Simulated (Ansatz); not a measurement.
Consider KVF3 in the cubic perovskite structure (space group Pm-3m, No. 221; a = 4.1288 Å; ferromagnetic).

Now apply this change: I takes the place of F on all its sites, then cell and atoms are relaxed.

Level of theory: Kohn–Sham DFT with the r2SCAN functional, run in Ansatz (a quantum-chemistry and plane-wave program) with PAW and 500 eV plane waves, no SOC, earlier PAW set.

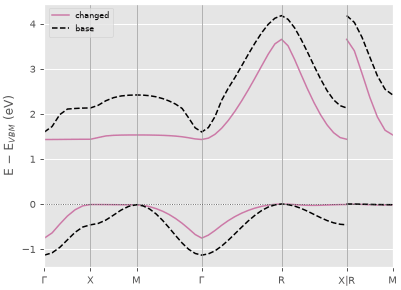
*Highest valence and lowest conduction band along the path, each from its own valence-band maximum*

The gap is 1.43 eV, indirect, R → Γ; the base has 1.60 eV.

Other magnetic orders, which the real material may have, were not ruled out. Spin-orbit coupling, missing from the scalar runs, can matter with I. Stability against distortions was not tested. As relaxed here, KVI3 is a hypothetical phase, not in the database extracts checked. Many cubic perovskites are stable only at high temperature; tilts and polar distortions were not tested.
